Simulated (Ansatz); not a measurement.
## Run report: Si8HO16, molecular dynamics (part 2 of 2)

Si8HO16 (defect cell, 25 atoms in the cell); DFT PBE-D3(BJ), scalar-relativistic, plane waves, PAW, PAW set soft_1 (Ansatz 0.2.0); cutoff 420 eV, 2×2×2 k-mesh, Fermi–Dirac smearing of 0.05 eV, collinear spins. The structure derives from an entry of the Crystallography Open Database. The run did not end well. One setting was made poor on purpose. It belongs to a series of runs on one base structure; here: an input spoilt on purpose.

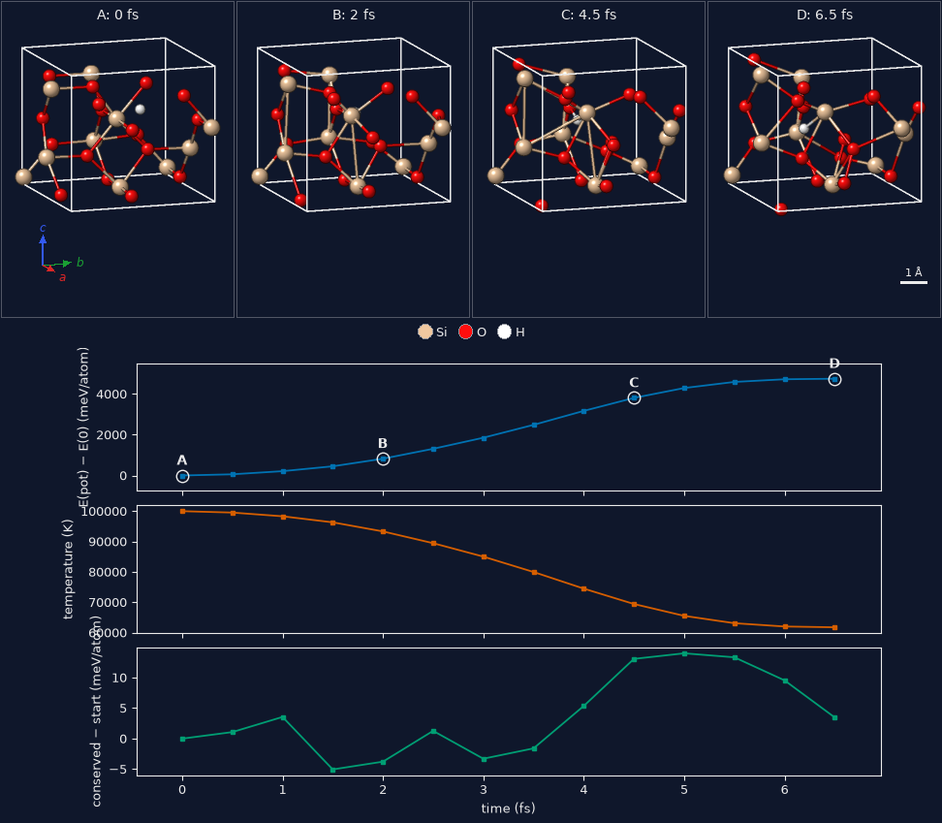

**Figure 1.** Frames of the molecular dynamics (ball-and-stick, simulation cell, seen slightly off an axis) above the curves, on which the letters mark them. The trajectory kept here has 14 frames over 6.5 fs. The temperature starts at 100000 K, ranges from 61762 to 100000 K and averages 68047 K over the second half. The potential energy ends 4748.4 meV/atom above its first value. The conserved quantity stays within 19 meV/atom. With the common drift removed, the root-mean-square displacement is 0.76 Å, and H25 has moved furthest (2.12 Å).

```
Step cancelled. What follows is not a result of the run: it is the report of the last solve that finished, which converged after 19 SCF iterations.
Magnetization: 0.0000 μB (64.5000 up, 64.5000 down)
Absolute magnetization: 0.0001 μB (∫|ρ↑−ρ↓|, with the PAW one-centre terms)
Spin contamination: 0.0000 ħ² per cell (⟨S²⟩ above its minimum at these occupations)
Per-site moments (μB) at R_I (Å): [(8.127913802739132e-8, 0.4652968470619562), (3.3231950317703933e-8, 0.5478062677595488), (1.9845331092769502e-7, 0.871310111451157), (-4.5433060881725164e-7, 0.6906176697432673), (3.975671004592164e-6, 0.4652968470619562), (8.233190631153247e-7, 0.5658694052662087), (-2.189725092169121e-8, 0.5098415396752003), (-2.6760252657995175e-7, 0.47141647062984543), (4.6912917206108514e-7, 0.5234814706286263), (1.4857940109524226e-7, 0.5531137747706384), (7.907356281751596e-6, 0.5700667535689853), (1.618555614375105e-7, 0.47141647062984543), (-1.3506343388209317e-8, 0.5658694052662087), (-6.479483701332645e-7, 0.6072328259770894), (1.8645262584141158e-7, 0.5531137747706384), (3.7248506590363525e-6, 0.6453699620972011), (-3.8039082869468853e-7, 0.5127234976449279), (1.8648122593105869e-6, 0.5542769113942798), (2.229703784913509e-7, 0.6730376580248488), (-1.8569890069750068e-8, 0.5127234976449279), (-3.533378150660703e-7, 0.49906881868371317), (9.154312421554046e-7, 0.7477549338985039), (7.4696715856293e-8, 0.6912506554017545), (2.9197857783638116e-7, 0.49906881868371317), (4.452228046682562e-6, 0.5542769113942798)]
Free energy (F): -14082.044661 eV
Harris-Foulkes:  -14082.044661 eV  (|F-HF|=3.67e-10)
Internal energy: -14081.993353 eV  (E = F + TS)
E sigma→0 (E₀):  -14082.019007 eV
Entropy (-TS):   -0.051309 eV (-2.052 meV/atom)
Fermi energy:    14.189793 eV
--- Per-component energies (eV) ---
  E_band       = 257.017502
  E_kinetic    = 3355.520366
  E_local      = -6635.221371  (includes V_loc(G=0)·N_el)
  E_nonlocal   = 1115.157899
  E_hartree    = 2567.700964
  E_xc         = -1673.657101
  E_vxc        = -1943.807854  (∫ρ·V_xc dr)
  E_paw        = -6749.550595  (= ΣΔE_a)
  E_vpaw       = -770.045472  (= ΣTr[D̂ρ^β])
  E_aug_tail   = 0.012388  (compensation charges beyond the density's cutoff)
  E_ewald      = -6055.805630
  E_disp       = -6.150272  (pairwise vdW)
  E_smearing   = -0.051309  (= −TS)
  E_closure    = 0.000000  (closes the sum)
  Σ components = -14082.044661   (vs F -14082.044661, Δ=0.00e0)
--- Forces (eV/Å), atoms counted from 1 ---
  atom   1  Si    49.48526360    51.24852455   -19.10216889
  atom   2  Si   -15.73214320    -0.84576598   -15.49295398
  atom   3  O     -1.32769006     3.05940782    -1.56620216
  atom   4  O     -8.43717605    -0.78663166     6.92345879
  atom   5  O    -40.17882173   -40.71442583   -17.78250244
  atom   6  O     -0.34267067     1.91957962     4.46910482
  atom   7  Si    28.81306853   -31.71031155   -10.25944005
  atom   8  Si   -42.30807762    36.21542807    20.87614763
  atom   9  O    -25.39958379   -15.38480991    -5.83505873
  atom  10  O     -3.25232806    -3.08242192    -6.51562372
  atom  11  O     12.09878800    -1.87694211    23.56927545
  atom  12  O     53.32813499   -29.70787962     9.66622776
  atom  13  Si     8.73006248    -9.91426899     1.41480327
  atom  14  Si    -1.71928350     7.50874927    -7.71401242
  atom  15  O     -7.17643214    -6.37607649     9.83164749
  atom  16  O     12.55436654     1.65340838    -6.36439187
  atom  17  O     14.71076734    23.72064568    22.99205892
  atom  18  O     -5.52297790     7.78114495    -0.22240469
  atom  19  Si     4.58776998    -2.94357719    -2.60728484
  atom  20  Si   -13.44438749   -10.08562451   -27.03303724
  atom  21  O    -14.32516674    -0.03056367    -4.68110160
  atom  22  O      3.76045469     3.31582076     5.54359157
  atom  23  O     -0.66859063    -2.54829584     0.02638538
  atom  24  O    -10.86181192    17.04670416    20.69790009
  atom  25  H      2.62846368     2.53815546    -0.83443825
  max |Σ_I F_I| component: 2.66e-5 eV/Å
End of that report.
Error: SIGTERM received: cancelled by the caller after 35 completed SCF iterations
```

Trajectory as extended XYZ (Å, eV, eV/Å), 4 of the 14 frames kept, from step=0 to step=13
```
25
Lattice="-4.1180 -4.1180 0.0000 4.1180 -4.1180 0.0000 0.0000 0.0000 5.2980" Properties=species:S:1:pos:R:3:forces:R:3 step=0 time_fs=0.0 energy=-14200.75483 temperature=100000.0
Si   -0.0044   -4.1968    0.2201   -1.0509   0.3505   2.7478
Si    2.0355   -2.0944    1.4846   -1.9545  -0.3400  -0.3627
O     1.2599   -3.0540    0.1902    0.4043   2.5877  -0.1715
O     0.7135   -0.9303    1.4725    0.0105   1.0476   1.5010
O    -1.3573   -5.3425    0.2024   -0.7624  -1.6962   0.8378
O     3.2028   -3.3702    1.6179    1.4040   0.2304  -2.2938
Si   -0.2096   -4.1505    2.9190    3.0482   0.2746  -1.9413
Si    1.9539   -2.0152    4.1128    0.8688  -1.4114   2.2033
O     1.1710   -2.8534    2.8917   -2.1143   1.4559  -0.7662
O     0.7604   -0.8047    4.1201   -0.8512   0.6763   1.6698
O    -1.3537   -5.3761    2.7877   -0.4585  -0.0013   0.2685
O     3.3116   -3.1924    4.2083    0.6204  -1.4587   0.8590
Si   -0.0804   -0.1204    0.2627   -0.0137   1.7119  -1.5263
Si   -2.1084   -2.0833    1.5612    0.4023   1.2534   1.0857
O    -2.7610   -3.0122    0.2969   -3.9723  -0.2202  -0.2559
O     0.7277   -5.0146    1.6375   -1.3011   1.1333  -1.8185
O    -1.3331   -1.2711    0.2228   -0.4581   0.0345  -1.1361
O    -0.8701   -3.2134    1.5090    2.9544  -4.3071   0.9211
Si   -0.0460    0.1149    2.8970   -1.3430  -3.1171   0.2479
Si   -2.1020   -2.2769    4.2569    0.1182   4.3544  -1.4592
O    -2.9450   -2.8293    2.8852   -0.4154  -2.0426  -0.2935
O     0.5943   -5.0152    4.2505    2.4406  -1.8497  -1.6874
O    -1.2029   -1.4789    2.8889    0.3216   1.1007   1.6392
O    -0.9724   -3.4968    4.2545    0.8307   1.6616  -0.8566
H     1.8896   -4.1275    2.9060    1.2713  -1.4282   0.5881
25
Lattice="-4.1180 -4.1180 0.0000 4.1180 -4.1180 0.0000 0.0000 0.0000 5.2980" Properties=species:S:1:pos:R:3:forces:R:3 step=4 time_fs=2.0 energy=-14180.17133 temperature=93334.6
Si   -0.2693   -4.3959    0.2905    9.9991   5.7545  -0.3618
Si    2.0191   -2.0349    1.5932   -9.6854  -5.2043 -15.5305
O     1.2329   -3.0956    0.1623   -1.4510   1.4570  -0.4591
O     0.8717   -0.7908    1.4186   -3.2462  -0.4011   2.6085
O    -1.3530   -5.3863    0.3700   -3.4230  -3.4999  -4.7962
O     3.2539   -3.2940    1.2886   -0.8616   0.4198   4.1962
Si   -0.2880   -4.1331    3.0316    9.1353 -14.2774 -18.1850
Si    2.0392   -2.0609    4.0237   -7.5891  10.8675  10.0888
O     1.2653   -2.7321    2.8980   -5.6918   8.2490  -2.7846
O     0.8663   -0.7021    4.2831   -1.9241  -2.6609  -2.8833
O    -1.2370   -5.4975    2.4668    6.1116   7.5747  14.1563
O     3.1652   -2.9255    4.1612   10.5893 -10.2801   0.4586
Si   -0.1543   -0.1502    0.2858    5.2926  -1.2961  -3.4616
Si   -1.9939   -2.1245    1.7012   -2.2760   1.1551  -0.7284
O    -2.6754   -3.1331    0.0723   -6.8546  -1.6953   9.7347
O     0.6646   -4.8918    1.7406    3.7384  -0.5294  -2.2464
O    -1.3622   -1.3342    0.1998    1.8216   2.6502   2.2714
O    -0.8625   -3.3045    1.4581    1.4152  -0.0747   2.5274
Si   -0.2690    0.2466    2.8943    4.8579  -2.7651   0.6140
Si   -2.0249   -2.2735    4.4142   -0.1343   6.0457 -10.5889
O    -2.6891   -2.8821    2.9843   -4.5343  -1.8745  -3.1359
O     0.6079   -5.2309    4.0422   -0.3628   3.7944   3.7069
O    -1.1087   -1.3692    2.9857   -0.5813   2.0671  -0.4976
O    -0.9879   -3.5397    3.9961   -6.4252   8.5093  16.9210
H     1.2539   -3.5435    2.8237    2.0795 -13.9856  -1.6244
25
Lattice="-4.1180 -4.1180 0.0000 4.1180 -4.1180 0.0000 0.0000 0.0000 5.2980" Properties=species:S:1:pos:R:3:forces:R:3 step=9 time_fs=4.5 energy=-14105.59117 temperature=69429.5
Si   -0.5750   -4.6274    0.3767   43.3202  39.9604  -9.3737
Si    1.9739   -1.9729    1.6977  -31.2811 -11.9099 -22.3203
O     1.1946   -3.1424    0.1257   -1.3445   1.8544  -0.9606
O     1.0578   -0.6175    1.3608   -6.6760  -0.7945   4.6660
O    -1.3699   -5.4626    0.5608  -33.4804 -31.8395 -12.4800
O     3.3138   -3.1954    0.8923   -4.3850   5.5205   8.9491
Si   -0.3579   -4.1481    3.1299   49.0063 -54.2639 -44.5683
Si    2.1185   -2.0896    3.9302  -68.0257  48.9410   7.1459
O     1.3667   -2.5657    2.8953  -13.6039  -8.1187  -7.2347
O     0.9912   -0.5850    4.4758   -4.1932  -8.5672  -7.3738
O    -1.0608   -5.6212    2.1202   25.8647  11.1943  30.6739
O     3.0406   -2.6404    4.1082   73.6087 -47.1507  12.5596
Si   -0.2353   -0.1919    0.3078   12.0622 -10.7887  -4.7579
Si   -1.8548   -2.1734    1.8746   -2.1707   2.2253  -2.7537
O    -2.5923   -3.2914   -0.1735   -9.1876  -5.5237  16.1275
O     0.5991   -4.7401    1.8604    8.4867  -0.8015  -4.8786
O    -1.3902   -1.4007    0.1825    9.0805  13.2440  13.5339
O    -0.8491   -3.4171    1.4028   -2.3823   5.5855   2.0619
Si   -0.5389    0.4058    2.8918    5.7944  -1.8745  -0.9771
Si   -1.9289   -2.2576    4.5884   -3.1229   3.2877 -23.4970
O    -2.3867   -2.9536    3.0962  -12.5725   1.2059  -7.5186
O     0.6236   -5.4883    3.7947   -0.6320   4.9350   6.2957
O    -0.9925   -1.2260    3.1048   -0.3644   0.8319  -1.7495
O    -1.0436   -3.5502    3.7457  -37.9511  40.0850  51.5020
H     0.5035   -3.3245    2.6243    4.1495   2.7618  -3.0718
25
Lattice="-4.1180 -4.1180 0.0000 4.1180 -4.1180 0.0000 0.0000 0.0000 5.2980" Properties=species:S:1:pos:R:3:forces:R:3 step=13 time_fs=6.5 energy=-14082.04466 temperature=61762.0
Si   -0.7589   -4.7568    0.4320   49.4853  51.2485 -19.1022
Si    1.8958   -1.9395    1.7479  -15.7321  -0.8458 -15.4930
O     1.1601   -3.1747    0.0939   -1.3277   3.0594  -1.5662
O     1.1893   -0.4812    1.3269   -8.4372  -0.7866   6.9235
O    -1.4642   -5.6011    0.6814  -40.1788 -40.7144 -17.7825
O     3.3519   -3.1042    0.5968   -0.3427   1.9196   4.4691
Si   -0.3498   -4.2321    3.1491   28.8131 -31.7103 -10.2594
Si    2.0943   -2.0476    3.8693  -42.3081  36.2154  20.8761
O     1.4140   -2.4485    2.8759  -25.3996 -15.3848  -5.8351
O     1.0808   -0.5112    4.6118   -3.2523  -3.0824  -6.5156
O    -0.8599   -5.6926    1.9208   12.0988  -1.8769  23.5693
O     3.1099   -2.5207    4.0944   53.3281 -29.7079   9.6662
Si   -0.2831   -0.2397    0.3190    8.7301  -9.9143   1.4148
Si   -1.7468   -2.2086    2.0090   -1.7193   7.5087  -7.7140
O    -2.5497   -3.4320   -0.3296   -7.1764  -6.3761   9.8316
O     0.5689   -4.6203    1.9437   12.5544   1.6534  -6.3644
O    -1.3895   -1.4199    0.2032   14.7108  23.7206  22.9921
O    -0.8442   -3.4934    1.3641   -5.5230   7.7811  -0.2224
Si   -0.7461    0.5301    2.8884    4.5878  -2.9436  -2.6073
Si   -1.8574   -2.2405    4.6933  -13.4444 -10.0856 -27.0330
O    -2.1755   -3.0089    3.1678  -14.3252  -0.0306  -4.6811
O     0.6354   -5.6813    3.6129    3.7605   3.3158   5.5436
O    -0.9008   -1.1099    3.1961   -0.6686  -2.5483   0.0264
O    -1.1727   -3.4679    3.6653  -10.8618  17.0467  20.6979
H     0.0160   -3.1605    2.3411    2.6285   2.5382  -0.8344
```
